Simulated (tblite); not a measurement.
## Geometry relaxation, with input and output: CH9NO3Si3 (part 3 of 4)

Continued. System: CH9NO3Si3. Method: GFN2-xTB geometry optimisation, gas phase (tblite 0.8.0). It belongs to a series of runs on one base structure; here: H on Si replaced by NHCH3.

Geometry of the input (Å):
```
C  2.8979  -0.3780  -0.0440
N  1.8685  -0.2846  -1.0284
Si 0.2585  0.0431  -0.5216
O  0.0695  0.9666  0.8922
Si -1.5498  1.2176  1.3671
O  -2.5626  -0.1340  1.1442
Si -2.2624  -0.9967  -0.2961
O  -0.5868  -1.4331  -0.2552
H  2.6765  -1.2659  0.6035
H  3.8913  -0.4560  -0.5186
H  2.8562  0.5259  0.6051
H  2.1298  -0.2328  -1.9984
H  -0.4999  0.7735  -1.5707
H  -2.0541  2.4133  0.6445
H  -1.6043  1.5709  2.8017
H  -3.1178  -2.1936  -0.3595
H  -2.4175  -0.1243  -1.4756
```

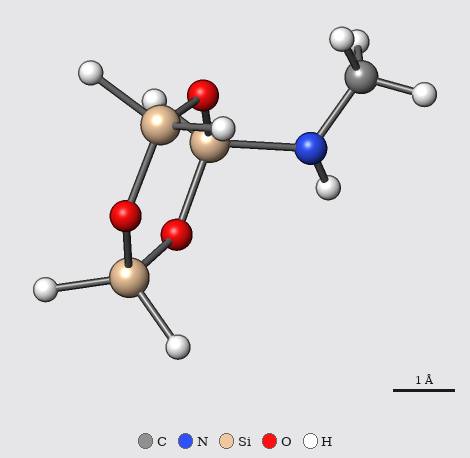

Figure 1. The geometry at step 106 of the log (ball-and-stick view, seen at a tilt).

Trajectory as extended XYZ, continued:
```
17
Properties=species:S:1:pos:R:3:forces:R:3 step=82 energy=-745.63499
C     2.6480   -0.3133    0.2429    0.0010   0.0220  -0.0200
N     1.5178   -0.6818   -0.5803    0.0080  -0.0030  -0.0050
Si    0.2507    0.3800   -1.0217   -0.0190   0.0050   0.0070
O    -0.0723    1.3078    0.2749   -0.0040  -0.0170   0.0060
Si   -1.2953    1.1959    1.3351    0.0170  -0.0220  -0.0170
O    -2.2915   -0.0074    0.8909   -0.0240   0.0160  -0.0220
Si   -2.2979   -0.9357   -0.4440    0.0190  -0.0060  -0.0180
O    -1.0312   -0.5567   -1.3838   -0.0190   0.0140   0.0050
H     2.9749   -1.1755    0.8290    0.0170   0.0270  -0.0220
H     3.4900    0.0518   -0.3522    0.0440   0.0020  -0.0040
H     2.3377    0.4781    0.9193   -0.0170   0.0040   0.0080
H     1.7537   -1.4092   -1.2380   -0.0190  -0.0270   0.0180
H     0.3750    1.3178   -2.1283    0.0080  -0.0090  -0.0010
H    -2.0537    2.4314    1.2335    0.0080   0.0400   0.0040
H    -0.7079    0.8261    2.6121   -0.0250  -0.0290   0.0370
H    -2.1186   -2.3050    0.0104   -0.0260  -0.0240   0.0210
H    -3.4863   -0.5922   -1.2096    0.0300   0.0080   0.0020
17
Properties=species:S:1:pos:R:3:forces:R:3 step=86 energy=-745.63728
C     2.6514   -0.3074    0.2368    0.0270  -0.0030   0.0070
N     1.5216   -0.6810   -0.5846    0.0220  -0.0050  -0.0210
Si    0.2468    0.3756   -1.0197    0.0490  -0.0220   0.0030
O    -0.0695    1.2942    0.2838    0.0060   0.0060   0.0190
Si   -1.2978    1.1949    1.3373   -0.0440   0.0270   0.0360
O    -2.3139    0.0128    0.8773    0.0150   0.0010  -0.0060
Si   -2.3014   -0.9378   -0.4423   -0.0030  -0.0070   0.0170
O    -1.0368   -0.5570   -1.3825    0.0310   0.0050  -0.0100
H     2.9786   -1.1651    0.8278    0.0050  -0.0220   0.0020
H     3.5024    0.0468   -0.3552   -0.0420   0.0430   0.0020
H     2.3368    0.4826    0.9133    0.0170   0.0270  -0.0340
H     1.7605   -1.4109   -1.2388   -0.0360  -0.0140   0.0140
H     0.3758    1.3181   -2.1208   -0.0060  -0.0010  -0.0140
H    -2.0380    2.4471    1.2339    0.0540  -0.0480   0.0230
H    -0.7217    0.8077    2.6191   -0.0570  -0.0040  -0.0380
H    -2.1168   -2.3058    0.0192   -0.0240   0.0150   0.0250
H    -3.4851   -0.6028   -1.2145   -0.0160   0.0040  -0.0240
17
Properties=species:S:1:pos:R:3:forces:R:3 step=89 energy=-745.64041
C     2.6557   -0.2959    0.2298   -0.0050  -0.0400  -0.0080
N     1.5222   -0.6924   -0.5777    0.0340   0.0470   0.0450
Si    0.2506    0.3660   -1.0122    0.0110   0.0210   0.0180
O    -0.0591    1.2720    0.3025    0.0000   0.0100  -0.0240
Si   -1.3038    1.1914    1.3388    0.0230  -0.0490  -0.0230
O    -2.3405    0.0377    0.8557    0.0240  -0.0160  -0.0040
Si   -2.3043   -0.9362   -0.4468   -0.0590   0.0320  -0.0020
O    -1.0410   -0.5500   -1.3864    0.0290  -0.0410   0.0080
H     2.9970   -1.1457    0.8246    0.0120  -0.0040   0.0120
H     3.4971    0.0607   -0.3752   -0.0610   0.0520   0.0260
H     2.3314    0.4962    0.9005    0.0620   0.0040  -0.0530
H     1.7594   -1.4280   -1.2228   -0.0090  -0.0670  -0.0410
H     0.3849    1.3115   -2.1099   -0.0040   0.0130  -0.0130
H    -2.0028    2.4600    1.2445   -0.0260   0.0490   0.0080
H    -0.7469    0.7753    2.6145   -0.0230  -0.0240   0.0610
H    -2.1169   -2.2983    0.0327   -0.0140   0.0310   0.0160
H    -3.4900   -0.6120   -1.2226    0.0070  -0.0160  -0.0260
17
Properties=species:S:1:pos:R:3:forces:R:3 step=93 energy=-745.64751
C     2.6944   -0.2817    0.2062   -0.0030   0.0490  -0.0250
N     1.5466   -0.7094   -0.5603   -0.0400  -0.0100  -0.0050
Si    0.2597    0.3346   -0.9809   -0.0460   0.0340  -0.0090
O    -0.0534    1.2240    0.3436    0.0120   0.0330  -0.0060
Si   -1.3266    1.1860    1.3473    0.0090   0.0120   0.0080
O    -2.3913    0.0710    0.8344    0.0360  -0.0050  -0.0300
Si   -2.3311   -0.9254   -0.4499   -0.0240   0.0070  -0.0320
O    -1.0297   -0.5849   -1.3556    0.0300  -0.0490   0.0370
H     3.0772   -1.1124    0.8055   -0.0200   0.0770  -0.0340
H     3.5008    0.1054   -0.4234    0.0400  -0.0530  -0.0590
H     2.3704    0.5245    0.8569    0.0150  -0.0280   0.1100
H     1.7656   -1.4475   -1.2092    0.0480  -0.0770  -0.0110
H     0.3826    1.2795   -2.0844   -0.0030   0.0050   0.0340
H    -1.9545    2.4952    1.2433   -0.0250  -0.0430   0.0030
H    -0.8401    0.7365    2.6415    0.0030  -0.0030   0.0310
H    -2.1934   -2.2892    0.0415    0.0020   0.0410   0.0370
H    -3.4842   -0.5942   -1.2664   -0.0320   0.0110  -0.0500
17
Properties=species:S:1:pos:R:3:forces:R:3 step=96 energy=-745.65486
C     2.7408   -0.2625    0.1800    0.0090   0.0130  -0.0630
N     1.5696   -0.7178   -0.5420    0.0570  -0.0130   0.0280
Si    0.2574    0.3036   -0.9484    0.0990  -0.0810   0.0270
O    -0.0518    1.1996    0.3711   -0.0250   0.0320   0.0550
Si   -1.3414    1.1843    1.3535   -0.0770   0.0070   0.1040
O    -2.4117    0.0759    0.8332    0.0220   0.0300  -0.0650
Si   -2.3687   -0.9097   -0.4595    0.0220  -0.0530   0.0360
O    -1.0133   -0.6451   -1.3092    0.0150   0.0020   0.0060
H     3.1699   -1.0799    0.7687   -0.0680   0.0560  -0.0970
H     3.5182    0.1413   -0.4809   -0.0660  -0.0840  -0.0140
H     2.4342    0.5339    0.8523   -0.0340  -0.0190   0.0270
H     1.7738   -1.4666   -1.1878    0.0510   0.0210   0.0810
H     0.3726    1.2388   -2.0555   -0.0200   0.0750  -0.0390
H    -1.9630    2.4984    1.2201    0.0270  -0.0950   0.0170
H    -0.9115    0.7317    2.6735    0.0080   0.0510  -0.1030
H    -2.3000   -2.2770    0.0352   -0.0170   0.0230   0.0290
H    -3.4821   -0.5371   -1.3143   -0.0040   0.0350  -0.0320
17
Properties=species:S:1:pos:R:3:forces:R:3 step=100 energy=-745.66314
C     2.7866   -0.2285    0.1394    0.0020  -0.0590   0.0120
N     1.5991   -0.7402   -0.5112    0.0620   0.0100   0.0230
Si    0.2688    0.2601   -0.8974   -0.0390   0.0530  -0.0150
O    -0.0422    1.1336    0.4391   -0.0210  -0.0050  -0.0150
Si   -1.3739    1.1722    1.3663    0.0200  -0.0110  -0.0490
O    -2.4716    0.1218    0.7926   -0.0110   0.0480  -0.0530
Si   -2.4024   -0.8921   -0.4751    0.0210  -0.0160  -0.0270
O    -0.9936   -0.7004   -1.2560   -0.0380  -0.0190   0.0070
H     3.2644   -1.0216    0.7199   -0.0100   0.0090  -0.0420
H     3.5197    0.1752   -0.5693   -0.0770  -0.0130   0.0140
H     2.4833    0.5647    0.8179    0.0150   0.0070  -0.0420
H     1.8025   -1.4978   -1.1447    0.0270  -0.0150   0.0240
H     0.3527    1.2049   -2.0086   -0.0020   0.0160   0.0630
H    -1.9109    2.5139    1.2086   -0.0520   0.0050   0.0270
H    -1.0182    0.6837    2.6863    0.0510   0.0220   0.0550
H    -2.3989   -2.2420    0.0626   -0.0280  -0.0360   0.0120
H    -3.4723   -0.4953   -1.3804    0.0780   0.0050   0.0070
17
Properties=species:S:1:pos:R:3:forces:R:3 step=103 energy=-745.66914
C     2.8234   -0.2049    0.1045   -0.0060  -0.0090  -0.0030
N     1.6240   -0.7634   -0.4751   -0.0620  -0.0190  -0.0660
Si    0.2739    0.2173   -0.8483   -0.0140  -0.0220  -0.0430
O    -0.0370    1.0800    0.4930    0.0020   0.0140   0.0160
Si   -1.3941    1.1659    1.3765   -0.0440   0.0270  -0.0140
O    -2.5126    0.1640    0.7584    0.0140  -0.0150  -0.0260
Si   -2.4239   -0.8802   -0.4828    0.0080   0.0150  -0.0590
O    -0.9738   -0.7646   -1.2000   -0.0090  -0.0080   0.0260
H     3.3541   -0.9760    0.6640    0.0340   0.0030   0.0220
H     3.4993    0.2107   -0.6501   -0.0090   0.0090   0.0040
H     2.5274    0.5913    0.7824    0.0390  -0.0050  -0.0040
H     1.8270   -1.5257   -1.1041   -0.0150  -0.0010   0.0270
H     0.3343    1.1714   -1.9535    0.0130   0.0170   0.0450
H    -1.8920    2.5208    1.1970   -0.0300   0.0060   0.0380
H    -1.1003    0.6715    2.7109    0.0510   0.0200   0.0180
H    -2.5063   -2.2269    0.0542   -0.0150  -0.0250   0.0360
H    -3.4303   -0.4392   -1.4370    0.0410  -0.0080  -0.0160
17
Properties=species:S:1:pos:R:3:forces:R:3 step=106 energy=-745.67275
C     2.8374   -0.1965    0.0865    0.0060  -0.0020  -0.0130
N     1.6296   -0.7759   -0.4556    0.0050   0.0030  -0.0040
Si    0.2757    0.1990   -0.8266   -0.0140  -0.0230   0.0370
O    -0.0360    1.0734    0.5094   -0.0440  -0.0150   0.0030
Si   -1.4027    1.1658    1.3804   -0.0160   0.0050   0.0010
O    -2.5130    0.1576    0.7570    0.0020  -0.0170   0.0170
Si   -2.4319   -0.8767   -0.4926   -0.0040   0.0020   0.0070
O    -0.9579   -0.8053   -1.1603    0.0220  -0.0090  -0.0370
H     3.4043   -0.9585    0.6234    0.0140   0.0190   0.0030
H     3.4754    0.2381   -0.6906    0.0080  -0.0100   0.0120
H     2.5533    0.5927    0.7777    0.0170  -0.0160  -0.0080
H     1.8288   -1.5541   -1.0658   -0.0450   0.0110   0.0050
H     0.3253    1.1548   -1.9284    0.0160   0.0250  -0.0010
H    -1.9206    2.5117    1.1896    0.0000   0.0170   0.0280
H    -1.1094    0.6944    2.7258    0.0260   0.0140  -0.0370
H    -2.5740   -2.2267    0.0282   -0.0130   0.0220   0.0130
H    -3.3913   -0.3818   -1.4681    0.0190  -0.0260  -0.0250
17
Properties=species:S:1:pos:R:3:forces:R:3 step=110 energy=-745.67486
C     2.8415   -0.1961    0.0818    0.0010  -0.0120  -0.0110
N     1.6291   -0.7784   -0.4476   -0.0120   0.0130   0.0100
Si    0.2738    0.1951   -0.8214    0.0420  -0.0120  -0.0350
O    -0.0468    1.0728    0.5079   -0.0020   0.0100   0.0030
Si   -1.4107    1.1658    1.3798   -0.0220   0.0110   0.0160
O    -2.5148    0.1494    0.7595    0.0050   0.0010   0.0040
Si   -2.4308   -0.8775   -0.4966    0.0170   0.0170  -0.0180
O    -0.9555   -0.8114   -1.1665   -0.0170  -0.0020   0.0300
H     3.4234   -0.9502    0.6136   -0.0220  -0.0180  -0.0080
H     3.4704    0.2446   -0.6982    0.0050  -0.0030  -0.0270
H     2.5603    0.5893    0.7769    0.0030   0.0220   0.0130
H     1.8154   -1.5663   -1.0492   -0.0100   0.0140   0.0050
H     0.3312    1.1580   -1.9198    0.0110  -0.0130   0.0190
H    -1.9293    2.5133    1.2000   -0.0070   0.0000   0.0100
H    -1.0963    0.7000    2.7204    0.0040  -0.0060   0.0070
H    -2.5915   -2.2222    0.0305    0.0040   0.0040   0.0010
H    -3.3765   -0.3742   -1.4811    0.0040  -0.0260  -0.0190
17
Properties=species:S:1:pos:R:3:forces:R:3 step=113 energy=-745.67554
C     2.8473   -0.1910    0.0735    0.0020   0.0070  -0.0110
N     1.6321   -0.7809   -0.4396    0.0050  -0.0080   0.0010
Si    0.2749    0.1876   -0.8115   -0.0110   0.0020   0.0180
O    -0.0485    1.0588    0.5219   -0.0100   0.0280  -0.0100
Si   -1.4192    1.1665    1.3828    0.0230  -0.0040   0.0080
O    -2.5244    0.1601    0.7485   -0.0100   0.0070   0.0080
Si   -2.4339   -0.8755   -0.5002    0.0020   0.0020  -0.0110
O    -0.9511   -0.8244   -1.1536   -0.0050   0.0110   0.0130
H     3.4346   -0.9421    0.6017    0.0090  -0.0270   0.0100
H     3.4662    0.2464   -0.7168    0.0020  -0.0020  -0.0100
H     2.5727    0.5976    0.7689    0.0020  -0.0020  -0.0130
H     1.8159   -1.5675   -1.0436    0.0000   0.0040   0.0110
H     0.3348    1.1526   -1.9057   -0.0020   0.0060  -0.0080
H    -1.9231    2.5201    1.2048   -0.0100  -0.0110   0.0040
H    -1.1090    0.6960    2.7234   -0.0150  -0.0030   0.0010
H    -2.6086   -2.2161    0.0346    0.0060   0.0150  -0.0050
H    -3.3677   -0.3761   -1.4989    0.0140  -0.0230  -0.0060
17
Properties=species:S:1:pos:R:3:forces:R:3 step=117 energy=-745.67626
C     2.8537   -0.1898    0.0664   -0.0010  -0.0230   0.0150
N     1.6349   -0.7806   -0.4358   -0.0220  -0.0110  -0.0220
Si    0.2745    0.1856   -0.8035    0.0150   0.0150  -0.0110
O    -0.0526    1.0611    0.5257    0.0100   0.0130   0.0070
Si   -1.4230    1.1658    1.3863   -0.0260   0.0010  -0.0020
O    -2.5314    0.1659    0.7448    0.0090   0.0110  -0.0170
Si   -2.4351   -0.8731   -0.5019   -0.0060   0.0040   0.0280
O    -0.9475   -0.8312   -1.1429    0.0130   0.0100   0.0010
H     3.4396   -0.9434    0.5952    0.0140   0.0220  -0.0110
H     3.4673    0.2438   -0.7300    0.0120  -0.0130  -0.0010
H     2.5835    0.6022    0.7597    0.0100  -0.0040  -0.0070
H     1.8154   -1.5681   -1.0402   -0.0090   0.0120   0.0200
H     0.3330    1.1530   -1.8972   -0.0040  -0.0110   0.0000
H    -1.9221    2.5215    1.2117   -0.0130  -0.0070   0.0040
H    -1.1236    0.6919    2.7277   -0.0030  -0.0110   0.0000
H    -2.6195   -2.2077    0.0422    0.0060  -0.0090  -0.0040
H    -3.3541   -0.3849   -1.5180   -0.0040   0.0010  -0.0020
17
Properties=species:S:1:pos:R:3:forces:R:3 step=120 energy=-745.67690
C     2.8553   -0.1915    0.0632    0.0030  -0.0010  -0.0270
N     1.6331   -0.7779   -0.4363   -0.0070   0.0180   0.0340
Si    0.2750    0.1920   -0.8018    0.0120  -0.0030  -0.0050
O    -0.0551    1.0695    0.5261   -0.0010  -0.0080   0.0050
Si   -1.4258    1.1651    1.3888    0.0020   0.0040  -0.0070
O    -2.5373    0.1786    0.7327   -0.0010   0.0030   0.0000
Si   -2.4349   -0.8727   -0.5023    0.0060   0.0100  -0.0090
O    -0.9477   -0.8234   -1.1445    0.0130   0.0090   0.0110
H     3.4418   -0.9436    0.5920    0.0040   0.0000   0.0090
H     3.4716    0.2376   -0.7349   -0.0150  -0.0160   0.0070
H     2.5876    0.6038    0.7533    0.0180   0.0030   0.0030
H     1.8069   -1.5743   -1.0290   -0.0050  -0.0140  -0.0140
H     0.3413    1.1566   -1.8963   -0.0110   0.0040  -0.0070
H    -1.9247    2.5212    1.2258   -0.0170   0.0130   0.0070
H    -1.1260    0.6791    2.7271   -0.0090  -0.0100  -0.0210
H    -2.6132   -2.2026    0.0543    0.0100  -0.0200   0.0010
H    -3.3549   -0.4055   -1.5280   -0.0020   0.0080   0.0150
17
Properties=species:S:1:pos:R:3:forces:R:3 step=124 energy=-745.67752
C     2.8574   -0.1919    0.0583    0.0120   0.0070   0.0240
N     1.6298   -0.7799   -0.4243    0.0020  -0.0170   0.0010
Si    0.2777    0.1948   -0.7990    0.0000   0.0110   0.0080
O    -0.0538    1.0697    0.5303   -0.0010   0.0150  -0.0080
Si   -1.4275    1.1655    1.3873   -0.0130   0.0100   0.0010
O    -2.5441    0.1948    0.7174   -0.0150  -0.0080  -0.0050
Si   -2.4354   -0.8699   -0.5049    0.0110  -0.0210   0.0070
O    -0.9477   -0.8149   -1.1455    0.0000  -0.0150  -0.0080
H     3.4491   -0.9399    0.5880   -0.0030   0.0020  -0.0100
H     3.4639    0.2325   -0.7481    0.0150  -0.0130  -0.0180
H     2.5996    0.6087    0.7463    0.0040   0.0020   0.0030
H     1.7990   -1.5814   -1.0125   -0.0130   0.0020  -0.0010
H     0.3486    1.1595   -1.8933   -0.0070   0.0000  -0.0010
H    -1.9274    2.5231    1.2403    0.0000   0.0120   0.0020
H    -1.1331    0.6588    2.7180   -0.0050  -0.0060   0.0070
H    -2.6038   -2.1970    0.0665    0.0120   0.0110  -0.0170
H    -3.3592   -0.4206   -1.5347    0.0020   0.0100   0.0140
17
Properties=species:S:1:pos:R:3:forces:R:3 step=127 energy=-745.67824
C     2.8649   -0.1970    0.0549   -0.0130   0.0020   0.0110
N     1.6273   -0.7765   -0.4124   -0.0190  -0.0150  -0.0380
Si    0.2795    0.2034   -0.7938    0.0020  -0.0040   0.0040
O    -0.0610    1.0872    0.5272   -0.0160   0.0110   0.0020
Si   -1.4348    1.1696    1.3867   -0.0170  -0.0030   0.0060
O    -2.5493    0.1967    0.7152    0.0080  -0.0110  -0.0120
Si   -2.4306   -0.8709   -0.5038    0.0020  -0.0040  -0.0050
O    -0.9404   -0.8145   -1.1376   -0.0020  -0.0080  -0.0060
H     3.4550   -0.9465    0.5831    0.0040  -0.0190   0.0000
H     3.4675    0.2157   -0.7602    0.0150   0.0030  -0.0110
H     2.6186    0.6077    0.7416    0.0160   0.0250   0.0020
H     1.7832   -1.5788   -1.0046    0.0000   0.0070   0.0230
H     0.3465    1.1613   -1.8952    0.0030  -0.0070   0.0120
H    -1.9481    2.5231    1.2499    0.0120   0.0130  -0.0020
H    -1.1360    0.6546    2.7134   -0.0030   0.0000   0.0070
H    -2.6000   -2.1979    0.0651    0.0130  -0.0030  -0.0040
H    -3.3494   -0.4251   -1.5395   -0.0050   0.0120   0.0120
```
